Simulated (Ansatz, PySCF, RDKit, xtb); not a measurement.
# GeNH3O: which of the isomers drawn lies lowest?, part 2 of 2

Which of a sample of isomers of GeNH3O is the most stable in the gas at 298.15 K, and what are its properties? The sample is small against all isomers, and the most stable one of this formula need not be in it.

xtb, Ansatz and PySCF; isolated molecules. The steps go on from the part before.

## Step 13: Frequencies after a tight-binding relaxation (GFN2-xTB)

File start.xyz:

```xyz
6
c600b
Ge     1.158768     0.618133     0.568622
N     -0.656290     0.406352     0.527823
O      1.563539    -0.135993    -1.006303
H     -1.242126     0.730375     1.290688
H     -1.209847    -0.024336    -0.207984
H      0.825403    -0.476218    -1.525445
```

Run with:

```bash
$ xtb start.xyz --gfn 2 --ohess tight
```

The log of the run (excerpt; [...] marks lines left out):

```text
* xtb version 6.7.1
[...]
          :  # basis functions                  21          :
[...]
          :  # electrons                        18          :
[...]
          :  Hamiltonian                  GFN2-xTB          :
[...]
          :  net charge                          0          :
          :  unpaired electrons                  0          :
[...]
   *** convergence criteria satisfied after 14 iterations ***
[...]
   *** GEOMETRY OPTIMIZATION CONVERGED AFTER 8 ITERATIONS ***
[...]
   *** convergence criteria satisfied after 3 iterations ***
[...]
         ::                     SUMMARY                     ::
         :::::::::::::::::::::::::::::::::::::::::::::::::::::
         :: total energy             -10.509113003782 Eh    ::
         :: gradient norm              0.000111750788 Eh/a0 ::
         :: HOMO-LUMO gap              4.659834486251 eV    ::
         ::.................................................::
         :: SCC energy               -10.574512413741 Eh    ::
         :: -> isotropic ES            0.027222424314 Eh    ::
         :: -> anisotropic ES          0.001191583165 Eh    ::
         :: -> anisotropic XC          0.001454527915 Eh    ::
         :: -> dispersion             -0.002331650540 Eh    ::
         :: repulsion energy           0.065399409959 Eh    ::
         :: add. restraining           0.000000000000 Eh    ::
         :: total charge              -0.000000000000 e     ::
         :::::::::::::::::::::::::::::::::::::::::::::::::::::
[...]
         9        2.0000           -0.3785717             -10.3015 (HOMO)
        10                         -0.2073259              -5.6416 (LUMO)
[...]
     #   Z          covCN         q      C6AA      α(0)
     1  32          1.612     0.336   249.261    33.044
     2   7          2.552    -0.420    30.954     8.263
     3   8          1.585    -0.511    23.182     6.497
     4   1          0.860     0.147     1.423     1.868
     5   1          0.860     0.154     1.376     1.837
     6   1          0.807     0.295     0.737     1.349
[...]
          | TOTAL ENERGY              -10.509113003782 Eh   |
          | TOTAL ENTHALPY            -10.467337813329 Eh   |
          | TOTAL FREE ENERGY         -10.501075694363 Eh   |
          | GRADIENT NORM               0.000111771936 Eh/α |
[...]
```

Wall time 0.091 s (2 threads of Arm Neoverse N1, shared host).

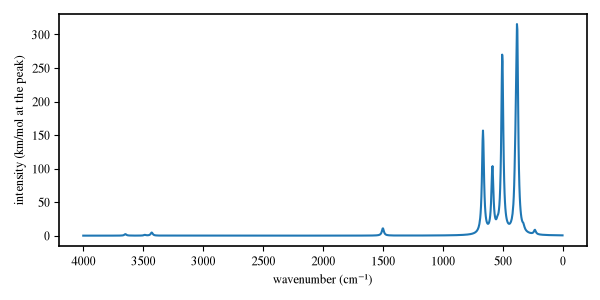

Harmonic infrared spectrum, unscaled, lines broadened by 10 cm⁻¹.

## Step 14: Electronic excitations (TD-PBE0/def2-SVPD)

An in-house driver calls PySCF's response routines at TD-PBE0/def2-SVPD; it has no typed input.

The log of the run:

```text
coarse grid: 25136 points
cycle   1  E = -2207.9379541018  dE = -4.772e-01  |g| = 8.391e-01  |ddm| = 2.764e+00
cycle   2  E = -2207.5271748805  dE =  4.108e-01  |g| = 1.620e+00  |ddm| = 1.847e+00
cycle   3  E = -2208.0631834379  dE = -5.360e-01  |g| = 1.970e-01  |ddm| = 1.274e+00
cycle   4  E = -2208.0696907553  dE = -6.507e-03  |g| = 9.314e-02  |ddm| = 2.218e-01
cycle   5  E = -2208.0715357504  dE = -1.845e-03  |g| = 2.150e-02  |ddm| = 9.065e-02
cycle   6  E = -2208.0716418920  dE = -1.061e-04  |g| = 3.167e-03  |ddm| = 1.929e-02
cycle   7  E = -2208.0716435177  dE = -1.626e-06  |g| = 9.345e-04  |ddm| = 3.925e-03
final grid: 51360 points
cycle   8  E = -2208.0716271860  dE =  6.951e-09  |g| = 1.083e-03  |ddm| = 2.316e-03
cycle   9  E = -2208.0716269938  dE =  1.921e-07  |g| = 1.491e-03  |ddm| = 2.105e-03
cycle  10  E = -2208.0716273495  dE = -3.557e-07  |g| = 2.885e-04  |ddm| = 1.184e-03
cycle  11  E = -2208.0716273647  dE = -1.520e-08  |g| = 1.972e-05  |ddm| = 2.304e-04
cycle  12  E = -2208.0716273648  dE = -9.095e-11  |g| = 9.388e-06  |ddm| = 2.700e-05
converged SCF energy = -2208.0716273648

Static polarisability (au): isotropic 46.167, principal 37.909 47.514 53.078

Singlet excitations
state   eV       nm        f      main configurations
  1   5.3542    231.6   0.09844   H->L 0.98
  2   5.8139    213.3   0.04126   H-1->L 0.93
  3   6.7488    183.7   0.02964   H-1->L+1 0.92
  4   6.7504    183.7   0.05183   H->L+1 0.80, H-2->L 0.11
  5   6.7949    182.5   0.00000   H-3->L 0.94
  6   6.9232    179.1   0.00979   H-1->L+2 0.96
  7   7.0372    176.2   0.31746   H->L+2 0.83, H->L+1 0.09
  8   7.3202    169.4   0.10827   H-2->L 0.82

Triplet excitations (Tamm-Dancoff, eV): 3.5753 4.5496 5.5826
```

Wall time 6.9 s (2 threads of Arm Neoverse N1, shared host).

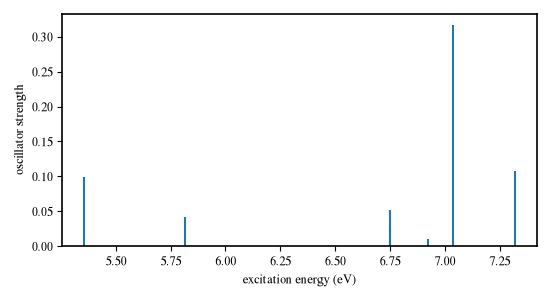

Vertical excitations as sticks.

The roots found:

| excited state | energy (eV) | strength |
| --- | --- | --- |
| 1 | 5.354 | 0.0984 |
| 2 | 5.814 | 0.0413 |
| 3 | 6.749 | 0.0296 |
| 4 | 6.750 | 0.0518 |
| 5 | 6.795 | 0.0000 |
| 6 | 6.923 | 0.0098 |
| 7 | 7.037 | 0.3175 |
| 8 | 7.320 | 0.1083 |

## Step 15: NMR shieldings (GIAO PBE0/pcSseg-1)

An in-house driver calls PySCF's response routines at GIAO PBE0/pcSseg-1; it has no typed input.

The log of the run:

```text
coarse grid: 25136 points
cycle   1  E = -2208.0177200991  dE = -5.165e-01  |g| = 1.153e+00  |ddm| = 2.239e+00
cycle   2  E = -2207.5591053246  dE =  4.586e-01  |g| = 1.854e+00  |ddm| = 1.578e+00
cycle   3  E = -2208.1608598481  dE = -6.018e-01  |g| = 3.400e-01  |ddm| = 1.230e+00
cycle   4  E = -2208.1805519308  dE = -1.969e-02  |g| = 1.239e-01  |ddm| = 2.513e-01
cycle   5  E = -2208.1830084895  dE = -2.457e-03  |g| = 4.468e-02  |ddm| = 1.095e-01
cycle   6  E = -2208.1834593825  dE = -4.509e-04  |g| = 8.304e-03  |ddm| = 3.409e-02
cycle   7  E = -2208.1834700927  dE = -1.071e-05  |g| = 1.628e-03  |ddm| = 7.228e-03
cycle   8  E = -2208.1834706373  dE = -5.445e-07  |g| = 1.992e-04  |ddm| = 1.694e-03
final grid: 51360 points
cycle   9  E = -2208.1834548511  dE = -2.372e-09  |g| = 2.635e-04  |ddm| = 4.628e-04
cycle  10  E = -2208.1834548144  dE =  3.669e-08  |g| = 4.992e-04  |ddm| = 4.949e-04
cycle  11  E = -2208.1834548665  dE = -5.203e-08  |g| = 1.892e-05  |ddm| = 3.124e-04
cycle  12  E = -2208.1834548665  dE = -7.640e-11  |g| = 8.537e-06  |ddm| = 2.162e-05
converged SCF energy = -2208.1834548665

GIAO shielding tensors (ppm)
atom      isotropic    diamagn.    paramagn.     s11        s22        s33       span
  0 Ge    1110.926    2754.150   -1643.223    617.884   1316.768   1398.127    780.244
  1 N      131.215     323.351    -192.136    -28.294    175.854    246.086    274.380
  2 O      158.866     396.311    -237.445    -33.890    254.892    255.597    289.487
  3 H       27.213      31.535      -4.322     22.815     23.756     35.068     12.253
  4 H       27.712      33.229      -5.517     21.824     24.193     37.119     15.295
  5 H       27.277      33.890      -6.613     21.914     22.941     36.977     15.063
```

Wall time 5.1 s (2 threads of Arm Neoverse N1, shared host).

Isotropic shieldings (absolute, not shifts):

| atoms | shielding (ppm) |
| --- | --- |
| Ge1 | 1110.9 |
| N2 | 131.2 |
| O3 | 158.9 |
| H4 | 27.21 |
| H5 | 27.71 |
| H6 | 27.28 |

## Step 16: The cation at the same geometry (PBE0/def2-TZVPD)

File input.yaml:

```yaml
basis:
  gaussian: {orbitals: def2-TZVPD}
crystal:
  periodic: [false, false, false]
  atoms:
    - {symbol: Ge, position_ang: [1.158768, 0.618133, 0.568622]}
    - {symbol: "N", position_ang: [-0.656290, 0.406352, 0.527823]}
    - {symbol: O, position_ang: [1.563539, -0.135993, -1.006303]}
    - {symbol: H, position_ang: [-1.242126, 0.730375, 1.290688]}
    - {symbol: H, position_ang: [-1.209847, -0.024336, -0.207984]}
    - {symbol: H, position_ang: [0.825403, -0.476218, -1.525445]}
total_charge: 1
magnetization: {spin_polarized: true, initial_magnetization: 1}
hamiltonian: {xc: pbe0}
```

Run with:

```bash
$ ansatz run input.yaml --threads 2 --pin off --max-ram 5220MiB --events-out events.jsonl --progress --plain --runs-dir runs
```

The log of the run:

```text
Warning: RAYON_NUM_THREADS=2 ignored (pool sized by the plan → 2); use --threads N
[... 2 set-up lines as earlier in the session ...]
  parameter a = 0.25
  parameter kappa = 0.804
  parameter beta = 0.06672455060314922
  exchange = (1 - a)*pbe_x(kappa = kappa, mu = beta*pi^2/3) + a*exact_x
  correlation = pbe_c(beta = beta)
942 factors; their error is unknown
mean field evaluation 1: about -60060.3363 eV, gradient 8.4e1 eV
mean field evaluation 2: about -59956.9648 eV, gradient 1.6e2 eV
mean field evaluation 4: about -60084.1322 eV, gradient 2.1e1 eV
mean field evaluation 8: about -60085.7908 eV, gradient 9.0e-2 eV
mean field evaluation 16: about -60086.0275 eV, gradient 5.8e-4 eV
mean field evaluation 32: about -60086.0275 eV, gradient 2.6e-5 eV
mean field -60086.02751004 eV, -2208.1207832219 hartree, gradient 5.0e-6 eV, S^2 0.754511; 2 other end points of the search recorded, 0 dependent functions left out
reference -60086.02754018 eV, -2208.1207843295 hartree; 25, 24 occupied and 133, 134 virtual orbitals, 942 factors
Total energy: -60086.02754018 eV, -2208.1207843295 hartree
```

Wall time 25 s (2 threads of Arm Neoverse N1, shared host); peak memory 0.6 GiB.

Difference from the parent: 9.77 eV.

## Step 17: The anion at the same geometry (PBE0/def2-TZVPD)

Edit input.yaml of step 16 so:

```diff
@@ -1,3 +1 @@
-basis:
-  gaussian: {orbitals: def2-TZVPD}
 crystal:
@@ -11,4 +9,12 @@
     - {symbol: H, position_ang: [0.825403, -0.476218, -1.525445]}
-total_charge: 1
-magnetization: {spin_polarized: true, initial_magnetization: 1}
-hamiltonian: {xc: pbe0}
+basis:
+  gaussian:
+    orbitals: def2-TZVPD
+total_charge: -1
+magnetization:
+  spin_polarized: true
+  initial_magnetization: 1
+hamiltonian:
+  xc: pbe0
+scf:
+  lower_state_search: "off"
```

Run with:

```bash
$ ansatz run input.yaml --threads 2 --pin off --max-ram 5220MiB --events-out events.jsonl --progress --plain --runs-dir runs
```

The log of the run (excerpt; [...] marks lines left out):

```text
Warning: RAYON_NUM_THREADS=2 ignored (pool sized by the plan → 2); use --threads N
[... 2 set-up lines as earlier in the session ...]
[...]
942 factors; their error is unknown
[...]
mean field -60095.15042422 eV, -2208.4560441341 hartree, gradient 5.4e-6 eV, S^2 0.756072; 0 other end points of the search recorded, 0 dependent functions left out
reference -60095.15045576 eV, -2208.4560452930 hartree; 26, 25 occupied and 132, 133 virtual orbitals, 942 factors
Total energy: -60095.15045576 eV, -2208.4560452930 hartree
Checks for a lower state left out: stability, starts, cluster_reference, orbital_swaps, neighbouring_geometries, increment
```

Wall time 5.1 s (2 threads of Arm Neoverse N1, shared host).

Parent less the species with the added electron: -0.65 eV. The extra electron isn't bound at this geometry, so the number measures the basis, not the molecule.

## Step 18: The triplet at the same geometry (PBE0/def2-TZVPD)

File input.yaml:

```yaml
crystal:
  periodic: [false, false, false]
  atoms:
    - symbol: Ge
      position_ang: [1.158768, 0.618133, 0.568622]
    - symbol: "N"
      position_ang: [-0.656290, 0.406352, 0.527823]
    - symbol: O
      position_ang: [1.563539, -0.135993, -1.006303]
    - symbol: H
      position_ang: [-1.242126, 0.730375, 1.290688]
    - symbol: H
      position_ang: [-1.209847, -0.024336, -0.207984]
    - symbol: H
      position_ang: [0.825403, -0.476218, -1.525445]
basis:
  gaussian:
    orbitals: def2-TZVPD
magnetization:
  spin_polarized: true
  initial_magnetization: 2
hamiltonian:
  xc: {name: PBE0}
```

Run with:

```bash
$ ansatz run input.yaml --threads 2 --pin off --max-ram 5220MiB --events-out events.jsonl --progress --plain --runs-dir runs
```

The log of the run (excerpt; [...] marks lines left out):

```text
Warning: RAYON_NUM_THREADS=2 ignored (pool sized by the plan → 2); use --threads N
[... 7 set-up lines as earlier in the session ...]
942 factors; their error is unknown
mean field evaluation 1: about -60081.0259 eV, gradient 5.6e1 eV
mean field evaluation 2: about -60044.5720 eV, gradient 1.0e2 eV
mean field evaluation 4: about -60091.7297 eV, gradient 7.4e0 eV
mean field evaluation 8: about -60091.9329 eV, gradient 2.2e-1 eV
mean field evaluation 16: about -60092.1730 eV, gradient 3.5e-4 eV
mean field -60092.17300011 eV, -2208.3466258164 hartree, gradient 2.2e-5 eV, S^2 2.002705; 2 other end points of the search recorded, 0 dependent functions left out
reference -60092.17303304 eV, -2208.3466270264 hartree; 26, 24 occupied and 132, 134 virtual orbitals, 942 factors
Total energy: -60092.17303304 eV, -2208.3466270264 hartree
```

Run time: 9.9 s. Hardware: 2 threads of Arm Neoverse N1, shared host.

It lies 3.63 eV above the singlet.

## Step 19: Stability of the closed-shell solution (PBE0/def2-SVP)

File job.py:

```python
from pyscf import gto, dft

molecule = gto.Mole()
molecule.atom = [
    ('Ge', (1.158768, 0.618133, 0.568622)),
    ('N', (-0.656290, 0.406352, 0.527823)),
    ('O', (1.563539, -0.135993, -1.006303)),
    ('H', (-1.242126, 0.730375, 1.290688)),
    ('H', (-1.209847, -0.024336, -0.207984)),
    ('H', (0.825403, -0.476218, -1.525445)),
]
molecule.basis = 'def2-svp'
molecule.charge = 0
molecule.max_memory = 3720
molecule.verbose = 3
molecule.build()

mf = dft.RKS(molecule, xc='pbe0')
mf = mf.density_fit(auxbasis='def2-universal-jkfit')
mf.max_cycle = 100
mf.grids.level = 3
mf.kernel()
if not mf.converged:
    mf = mf.newton().run(mf.mo_coeff, mf.mo_occ)

energy = mf.e_tot
print(f'total energy: {energy:.8f} hartree')
mo_i, mo_e, stable_i, stable_e = mf.stability(internal=True, external=True, return_status=True)
print('stable: internal', stable_i, 'external', stable_e)
```

Run with:

```bash
$ OMP_NUM_THREADS=2 python job.py
```

The log of the run:

```text
converged SCF energy = -2208.04994798446
total energy: -2208.04994798 hartree
<class 'pyscf.df.df_jk.DFRKS'> wavefunction is stable in the internal stability analysis
<class 'pyscf.df.df_jk.DFRKS'> wavefunction is stable in the real -> complex stability analysis
<class 'pyscf.df.df_jk.DFRKS'> wavefunction is stable in the RHF/RKS -> UHF/UKS stability analysis
stable: internal True external True
```

Run time: 46 s. Hardware: 2 threads of Arm Neoverse N1, shared host.

## Step 20: What came out

What follows sums up all 2 parts.

| quantity | value |
| --- | --- |
| lowest structure found | [NH2][Ge][OH], singlet, Cs |
| next finalist | N[O][GeH], singlet, 73.2 kcal/mol higher in G |
| share at equilibrium, among the finalists | 100.0 % |
| funnel | 4 starts, 3 minima at GFN2-xTB, 6 screening runs, 3 relaxed, 3 ranked |
| CPU time of all runs | 13 min |
| harmonic wavenumbers, lowest and highest (PBE0-D4/def2-SVP) | 260 and 3876 cm⁻¹ |
| rotational constants, same geometry | 0.4678, 0.2577, 0.1662 cm⁻¹ |
| dipole moment (PBE0/def2-TZVPD) | 2.57 D |
| HOMO energy (PBE0/def2-TZVPD) | -7.43 eV |
| LUMO energy (PBE0/def2-TZVPD) | -1.17 eV |
| HOMO–LUMO gap (PBE0/def2-TZVPD) | 6.26 eV |
| lowest excitation (TD-PBE0/def2-SVPD) | 5.35 eV (f = 0.098) |
| lowest triplet excitation, same level, Tamm-Dancoff | 3.58 eV |
| vertical ionisation energy | 9.77 eV |
| vertical electron affinity | -0.65 eV (unbound: the value depends on the basis) |
| vertical triplet less singlet | +3.63 eV |

The search ends on `[NH2][Ge][OH]`. Among the finalists first place is clear (73.2 kcal/mol); structures outside the list aren't covered. GFN2-xTB, HF/STO-3G, r2SCAN-D4/def2-SVP, PBE0-D4/def2-SVP, HF/def2-TZVP and MP2/def2-TZVP already put its bonding pattern lowest among the structures in one piece. The largest share of the time went into the vibrations (38 %). A large T1 diagnostic among the finalists warns that one reference determinant may not suffice. It concerns: the finalist O[NH][GeH] (singlet). Lowest found is not proven lowest: the search is finite, and each finalist counts with one conformer. Only 3 drawn patterns were tried, so whole families of isomers are missing, and the result ranks this sample alone.
